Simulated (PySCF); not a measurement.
# [LaOF]−: other functionals and bases at one geometry

Aim: see how levels, charges and forces of [LaOF]− depend on the level of theory. The structure is generated, not taken from experiment.

The runs use PySCF 2.14.0; several levels, as the steps say, no spin–orbit coupling.

1 further run of the same task is left out (for a known fault of the program).

**1. The system as given**

3 atoms, charge -1, spin multiplicity 1.

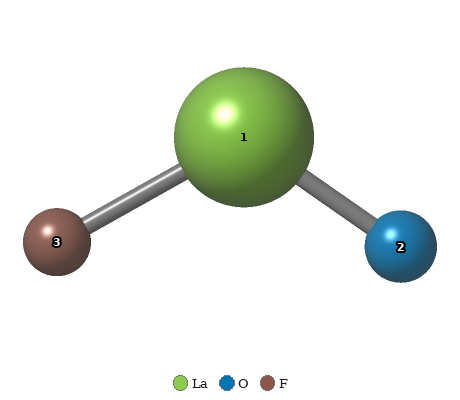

The geometry (lanthanum green, oxygen blue, fluorine brown); atoms are numbered from 1 in the order of the file.

Geometry (Å):

```
La    0.0463    0.0000   -0.3661
O     1.7906    0.0000    0.7498
F    -1.9314    0.0000    0.8492
```

Formal oxidation states: La +2. Each metal's 1 4f electrons lie in its core potential, so multiplicities, spins and levels count the valence alone. For divalent La, Ce, Gd or Lu the extra electron is normally 5d or 6s, so this core forces an excited configuration. An earlier session relaxed this geometry at PBE0, La lcecp-0-SVP with ECP47, O def2-SVP, F def2-SVP (singlet, point group Cs).

At PBE0 on the finer grid: E = -200.890243 Eh, frontier levels not given, since the 4f levels lie in the core, Mulliken charge on La1 +0.27 e, largest force component 0.011 eV/Å. The highest filled level lies above zero; it isn't the detachment energy.

Levels to run: wB97X; r2SCAN; PBE0, TZVP. Hardware: 2 threads of Arm Neoverse V1, shared host.

**2. wB97X**

run.py (the lines that set the calculation)

```python
mol = gto.M(atom='''
La     0.04627     0.00000    -0.36610
O      1.79062     0.00000     0.74982
F     -1.93141     0.00000     0.84924''',
    basis={'La': 'lcecp-0-SVP', 'O': 'def2-SVP', 'F': 'def2-SVP'},
    ecp={'La': 'lcecp-0-SVP'},
    charge=-1, spin=0)
mf = dft.RKS(mol, xc='WB97X')
mf.grids.atom_grid = (75, 302)  # f atoms: unpruned, at least (60, 302)
mf = mf.density_fit()  # fitting sets: La AutoAux, O def2-universal-JKFIT, F def2-universal-JKFIT
mf.conv_tol = 1e-08; mf.max_cycle = 55
mf.kernel(dm0)  # dm0: the density of the relaxed state
```

Run with:

```sh
OMP_NUM_THREADS=2 python run.py
```

**3. r2SCAN**

run.py (the lines that set the calculation), as its differences from that of step 2:

```diff
@@ -7,3 +7,3 @@
     charge=-1, spin=0)
-mf = dft.RKS(mol, xc='WB97X')
+mf = dft.RKS(mol, xc='R2SCAN')
 mf.grids.atom_grid = (75, 302)  # f atoms: unpruned, at least (60, 302)
```

**4. PBE0, TZVP**

Basis: La lcecp-0-TZVP with ECP47, O def2-TZVP, F def2-TZVP. 

run.py (the lines that set the calculation)

```python
mol = gto.M(atom='''
La     0.04627     0.00000    -0.36610
O      1.79062     0.00000     0.74982
F     -1.93141     0.00000     0.84924''',
    basis={'La': 'lcecp-0-TZVP', 'O': 'def2-TZVP', 'F': 'def2-TZVP'},
    ecp={'La': 'lcecp-0-TZVP'},
    charge=-1, spin=0)
mf = dft.RKS(mol, xc='PBE0')
mf.grids.atom_grid = (75, 302)  # f atoms: unpruned, at least (60, 302)
mf = mf.density_fit()  # fitting sets: La AutoAux, O def2-universal-JKFIT, F def2-universal-JKFIT
mf.conv_tol = 1e-08; mf.max_cycle = 55
mf.kernel(dm0)  # dm0: free metal ions and neutral atoms
```

Before running it: what results should come out? Wanted: for each run, charge on La1; dipole; largest force.

The runs gave:

| level | state | charge on La1 (e) | dipole (D) | largest force (eV/Å) | basis functions | time |
| --- | --- | --- | --- | --- | --- | --- |
| PBE0 (relaxed here) | singlet | 0.27 | 8.20 | 0.01 | 59 | 3 s |
| wB97X | singlet | 0.28 | 8.87 | 0.15 | 59 | 2 s |
| r2SCAN | singlet | 0.22 | 7.71 | 0.42 | 59 | 2.2 s |
| PBE0, TZVP | singlet | 0.58 | 8.75 | 0.64 | 109 | 5.3 s |

Times are on 2 threads of Arm Neoverse V1, shared host; the first row also made further properties. The dipole of a charged species depends on the origin, so these sizes hold for this origin alone.

The largest leftover force, 0.64 eV/Å with PBE0, TZVP, stands at a geometry relaxed at another level. The Mulliken charge on La spans +0.22 to +0.58 e over the levels. With 4f in the core, its levels are missing from HOMO and gap. Total energies of different levels can't be compared. Spin–orbit coupling is left out throughout.
